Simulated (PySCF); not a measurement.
**TiO(OH)2: structure of the singlet**

Where does singlet TiO(OH)2 go from a trigonal pyramidal start, is the end point a minimum, and what are its modes, charges and moments?

Computed with PySCF 2.14.0. Level: PBE0, basis Ti def2-TZVP, O def2-TZVP, H def2-TZVP, no relativity, density fitting.

### 1 Where the work starts

6 atoms, charge 0, spin multiplicity 1.

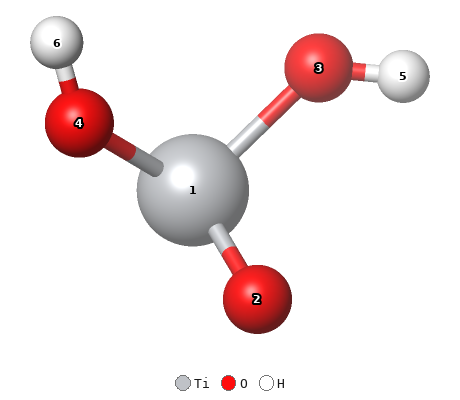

As it starts; titanium light grey, oxygen red, hydrogen white; atoms are numbered from 1 in the order of the file.

Z-matrix (Å, degrees; charge 0 multiplicity 1):
```
Ti
O  1 1.7400
O  1 1.9900 2 99.75
O  1 1.9900 2 99.75 3 -101.77
H  3 0.9599 1 130.00 2 39.11
H  4 0.9600 1 130.00 2 140.88
```

### 2 Finding the electronic state

The steps below are one call of a driver around PySCF. For each, scf.py gives the equivalent set-up of the SCF; relaxations use the driver's own optimiser. After this first run the driver tries any further starts and a stability analysis.

File scf.py:

```python
from pyscf import gto, scf, dft
mol = gto.M(atom='''
Ti     0.000000     0.000000     0.000000
O      1.536300     0.000000     0.816900
O     -0.878500     1.521700     0.934200
O     -0.878500    -1.521700     0.934200
H     -0.514100     2.361200     1.223900
H     -1.787800    -1.625800     1.223900''',
    basis={'Ti': 'def2-TZVP', 'O': 'def2-TZVP', 'H': 'def2-TZVP'},
    charge=0, spin=0)
mf = dft.RKS(mol, xc='PBE0')
mf.grids.atom_grid = (50, 194)
aux = {'Ti': 'def2-universal-JKFIT', 'O': 'def2-universal-JKFIT', 'H': 'def2-universal-JKFIT'}
mf = mf.density_fit(auxbasis=aux)
mf.conv_tol = 1e-08
mf.diis_space = 10
mf.max_cycle = 60
mf.init_guess = 'minao'
mf.verbose = 4
mf.kernel()
```

The run is started by

```console
OMP_NUM_THREADS=4 python axn.py task.json out
```

The program printed:

```text
init E= -1075.6830029998
  HOMO = -0.442412639943963  LUMO = -0.133479182736506  gap/eV = 8.40651
cycle= 1 E= -1075.25563471325  delta_E= 0.427  |g|= 1.93  |ddm|= 2.34
  HOMO = -0.150045150804651  LUMO = -0.13635093822752  gap/eV = 0.37264
cycle= 2 E= -1049.3927305808  delta_E= 25.9  |g|= 11.1  |ddm|= 4.63
  HOMO = -0.14751688858285  LUMO = -0.117028800569924  gap/eV = 0.82962
cycle= 3 E= -1073.11167701536  delta_E= -23.7  |g|= 4.21  |ddm|= 3.62
  HOMO = -0.202408752465509  LUMO = -0.134149064966922  gap/eV = 1.85744
cycle= 4 E= -1075.37557252605  delta_E= -2.26  |g|= 1.99  |ddm|= 1.37
  HOMO = -0.220202963842639  LUMO = -0.123265227081407  gap/eV = 2.63781
cycle= 5 E= -1075.37351364446  delta_E= 0.00206  |g|= 2.06  |ddm|= 1.08
  HOMO = -0.241394609223713  LUMO = -0.0972886756163876  gap/eV = 3.92132
cycle= 6 E= -1076.00510865854  delta_E= -0.632  |g|= 0.624  |ddm|= 0.49
  HOMO = -0.292190021899483  LUMO = -0.126835622017104  gap/eV = 4.49952
cycle= 7 E= -1076.06753032071  delta_E= -0.0624  |g|= 0.235  |ddm|= 0.263
  HOMO = -0.294950461687405  LUMO = -0.119359488259924  gap/eV = 4.77807
cycle= 8 E= -1076.07573198186  delta_E= -0.0082  |g|= 0.0938  |ddm|= 0.113
  HOMO = -0.293337775494488  LUMO = -0.114747474448549  gap/eV = 4.85969
cycle= 9 E= -1076.07738815534  delta_E= -0.00166  |g|= 0.0168  |ddm|= 0.05
  HOMO = -0.293981059194877  LUMO = -0.114824823206327  gap/eV = 4.87509
cycle= 10 E= -1076.07744209032  delta_E= -5.39e-05  |g|= 0.00719  |ddm|= 0.0107
  HOMO = -0.294078897549729  LUMO = -0.114661380442581  gap/eV = 4.88220
cycle= 11 E= -1076.07745126631  delta_E= -9.18e-06  |g|= 0.00133  |ddm|= 0.00258
  HOMO = -0.294124498681739  LUMO = -0.114684868722909  gap/eV = 4.88280
cycle= 12 E= -1076.07745166588  delta_E= -4e-07  |g|= 0.000247  |ddm|= 0.000836
  HOMO = -0.294117701527606  LUMO = -0.114698348154627  gap/eV = 4.88225
cycle= 13 E= -1076.07745168564  delta_E= -1.98e-08  |g|= 4.32e-05  |ddm|= 0.00022
  HOMO = -0.294116147365865  LUMO = -0.114696328711213  gap/eV = 4.88226
cycle= 14 E= -1076.07745168814  delta_E= -2.49e-09  |g|= 1.55e-05  |ddm|= 0.000123
  HOMO = -0.294115964981919  LUMO = -0.114696597465903  gap/eV = 4.88225
Extra cycle  E= -1076.07745168819  delta_E= -5e-11  |g|= 1.9e-05  |ddm|= 2.35e-05
converged SCF energy = -1076.07745168819
```

This step, with its further starts and checks, needed 15 s of wall time on 4 threads of Arm Neoverse V1, shared host.

The starts that the driver tried:

| start | energy (Eh) |
| --- | --- |
| the minimal-basis guess | -1076.077452 |
| a thermally smeared density | -1076.077452 |
| a smeared PBE density | -1076.077452 |

The test of internal stability and the other starts found no lower closed-shell solution.

### 3 Trigonal pyramidal start, singlet: relaxation

The program finds C1 symmetry in the start. The walk stops when the largest gradient is under 0.0003 Eh/bohr and the energy has settled too.

Edit scf.py of step 2 so:

```diff
@@ -3,6 +3,6 @@
-Ti     0.000000     0.000000     0.000000
-O      1.536300     0.000000     0.816900
-O     -0.878500     1.521700     0.934200
-O     -0.878500    -1.521700     0.934200
-H     -0.514100     2.361200     1.223900
-H     -1.787800    -1.625800     1.223900''',
+Ti     0.059725    -0.007567    -0.463694
+O      1.596025    -0.007567     0.353206
+O     -0.818775     1.514133     0.470506
+O     -0.818775    -1.529267     0.470506
+H     -0.454375     2.353633     0.760206
+H     -1.728075    -1.633367     0.760206''',
@@ -18 +17,0 @@
-mf.init_guess = 'minao'
```

Steps of the walk:

| step | energy (Eh) | change (kJ/mol) | largest gradient (Eh/bohr) |
| --- | --- | --- | --- |
| 0 | -1076.077452 | 0.00 | 0.15696 |
| 1 | -1076.127714 | -131.96 | 0.05867 |
| 2 | -1076.139402 | -162.65 | 0.01140 |
| 3 | -1076.139808 | -163.72 | 0.01920 |
| 4 | -1076.140486 | -165.50 | 0.03469 |
| 5 | -1076.141826 | -169.01 | 0.01558 |
| 6 | -1076.142691 | -171.29 | 0.00968 |
| 7 | -1076.143116 | -172.40 | 0.01061 |
| 8 | -1076.143458 | -173.30 | 0.00632 |
| 9 | -1076.143808 | -174.22 | 0.00353 |
| 10 | -1076.143988 | -174.69 | 0.00415 |
| 11 | -1076.144131 | -175.07 | 0.00403 |
| 12 | -1076.144145 | -175.10 | 0.00731 |
| 13 | -1076.144195 | -175.24 | 0.00293 |
| 14 | -1076.144204 | -175.26 | 0.00368 |
| 15 | -1076.144236 | -175.34 | 0.00137 |
| 16 | -1076.144246 | -175.37 | 0.00097 |
| 17 | -1076.144258 | -175.40 | 0.00076 |
| 18 | -1076.144265 | -175.42 | 0.00065 |
| 19 | -1076.144266 | -175.42 | 0.00117 |
| 20 | -1076.144269 | -175.43 | 0.00074 |
| 21 | -1076.144270 | -175.43 | 0.00029 |

The walk took 47 s.

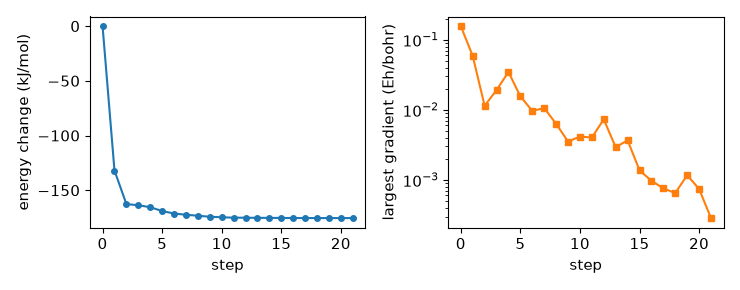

How energy and gradient fall.

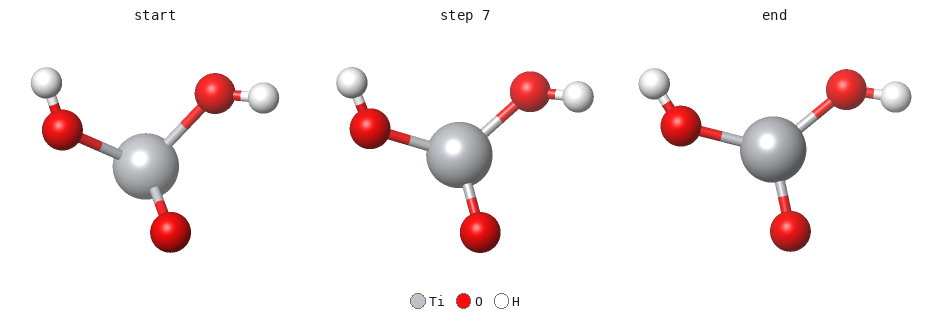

The geometry along the walk, at one scale.

End point (C1, 21 steps, 175.4 kJ/mol gained): O–H 0.957 Å (×2), Ti–O 1.605 Å, Ti–O 1.822 Å, Ti–O 1.832 Å; H–O–Ti 132.2°, H–O–Ti 136.5°, O–Ti–O 115.5°, O–Ti–O 117.7°, O–Ti–O 126.7°.

### 4 Hessian and properties

On the finer grid the gradient is checked again; gradients at displacements of ±0.02 bohr then give force constants and infrared intensities.

Edit scf.py of step 3 so:

```diff
@@ -3,6 +3,6 @@
-Ti     0.059725    -0.007567    -0.463694
-O      1.596025    -0.007567     0.353206
-O     -0.818775     1.514133     0.470506
-O     -0.818775    -1.529267     0.470506
-H     -0.454375     2.353633     0.760206
-H     -1.728075    -1.633367     0.760206''',
+Ti     0.027800    -0.000187    -0.004756
+O      1.608556    -0.052781    -0.276982
+O     -0.741301     1.639984     0.196266
+O     -0.818547    -1.624879     0.070796
+H     -0.377282     2.525725     0.171711
+H     -1.718343    -1.918848     0.211995''',
@@ -12 +12 @@
-mf.grids.atom_grid = (50, 194)
+mf.grids.atom_grid = (75, 302)
@@ -15 +15 @@
-mf.conv_tol = 1e-08
+mf.conv_tol = 1e-10
```

The driver hands on the density of the step before, so the log starts near convergence.

Log of the central SCF (cycles and frontier levels):

```text
init E= -1076.14431524825
  HOMO = -0.314186811249734  LUMO = -0.0962960218540139  gap/eV = 5.92911
cycle= 1 E= -1076.14431524825  delta_E= 2.73e-12  |g|= 4.23e-06  |ddm|= 3.27e-06
  HOMO = -0.314186936307982  LUMO = -0.0962972590138405  gap/eV = 5.92908
Extra cycle  E= -1076.14431524822  delta_E= 3.09e-11  |g|= 1.43e-05  |ddm|= 7.66e-06
converged SCF energy = -1076.14431524822
```

The whole step took 2.6 min.

Geometry: Cs; O–H 0.958 Å (×2), Ti–O 1.605 Å, Ti–O 1.823 Å, Ti–O 1.833 Å; H–O–Ti 132.0°, H–O–Ti 135.4°, O–Ti–O 115.6°, O–Ti–O 117.6°, O–Ti–O 126.7°.

Harmonic modes (main isotopes):

```
symmetry  ω (cm⁻¹)  IR (km/mol)
     a''        51         43.8
      a'       179         28.8
      a'       257         13.1
      a'       349          113
     a''       454          138
      a'       509          126
     a''       523          195
      a'       696         74.5
      a'       799          268
      a'      1085          311
      a'      3929          177
      a'      3940          134
```

No imaginary mode, so this is a minimum.

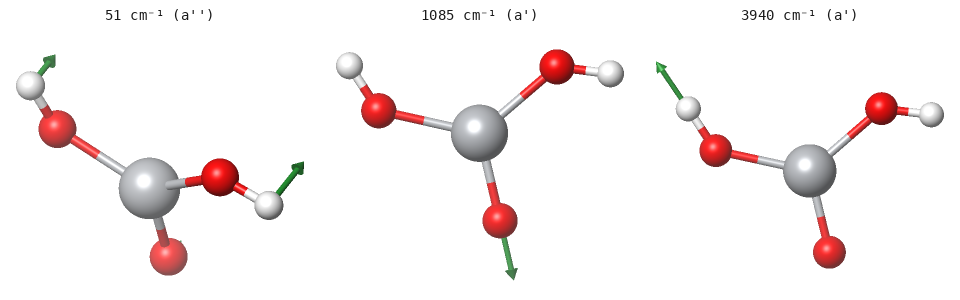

Displacements of 3 of the modes, as arrows (one member where a mode is degenerate).

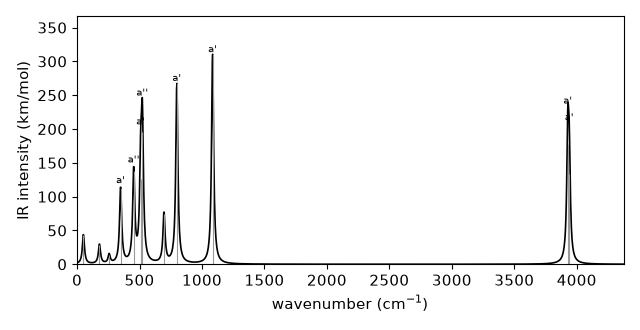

The harmonic infrared spectrum (widths in cm⁻¹). Lines are broadened to a width of 20 cm⁻¹ (Lorentzian).

Constants and moments:

| Quantity | Value |
| --- | --- |
| Dipole moment | 3.09 D |
| Highest occupied level | -8.55 eV |
| Lowest empty level | -2.62 eV |
| Rotational constants | 0.2565, 0.176, 0.1044 cm⁻¹ |
| Zero-point energy | 76.4 kJ/mol |
| Principal polarisabilities | 24.8, 43.7, 46.9 bohr³ |
| Atomisation energy without zero-point energy | 2476 kJ/mol |
| Principal traceless quadrupole moments about the centre of mass | -10.42, 4.70, 5.72 D Å |
| Entropy at 298.15 K and 1 bar | 324.7 J/(mol K) |
| Heat capacity Cp at 298.15 K | 86.6 J/(mol K) |
| Enthalpy at 298.15 K above 0 K | 18.24 kJ/mol |
| Rotational symmetry number | 1 |

Charges (e) and bond orders:

```tsv
atom	Mulliken	Löwdin	polar tensor	Mayer order to Ti1
Ti1	1.41	0.52	2.30	–
O2	-0.55	-0.23	-0.93	2.13
O3	-0.75	-0.30	-0.98	0.97
O4	-0.76	-0.31	-1.03	0.92
H5	0.34	0.17	0.31	0.02
H6	0.33	0.16	0.33	0.03
```

Mulliken populations on Ti1: s 6.05, p 12.27, d 2.21, f 0.06.

### 5 Would spin polarisation lower it?

At the lowest minimum the closed shell is tested against spin polarisation, on the (50, 194) grid. It is stable.

### 6 Outcome

```
                                 quantity                                                                                                                                  value
                                  minimum                                                                                                                            singlet, Cs
                                 geometry  O–H 0.958 Å (×2), Ti–O 1.605 Å, Ti–O 1.823 Å, Ti–O 1.833 Å; H–O–Ti 132.0°, H–O–Ti 135.4°, O–Ti–O 115.6°, O–Ti–O 117.6°, O–Ti–O 126.7°
                       wavenumbers (cm⁻¹)            51 (a''), 179 (a'), 257 (a'), 349 (a'), 454 (a''), 509 (a'), 523 (a''), 696 (a'), 799 (a'), 1085 (a'), 3929 (a'), 3940 (a')
                            dipole moment                                                                                                                                 3.09 D
     highest occupied, lowest empty level                                                                                                                        -8.55, -2.62 eV
               polar-tensor charge of Ti1                                                                                                                                +2.30 e
                        zero-point energy                                                                                                                            76.4 kJ/mol
                      entropy at 298.15 K                                                                                                                        324.7 J/(mol K)
atomisation energy (no zero-point energy)                                                                                                                            2476 kJ/mol
```

From C1 at the start the molecule goes to a Cs minimum. The strongest infrared band lies at 1085 cm⁻¹ (a'). Other starts or spin states, not run here, may lie lower.

The search up to here needed 3.7 min of wall time on 4 threads of Arm Neoverse V1, shared host.
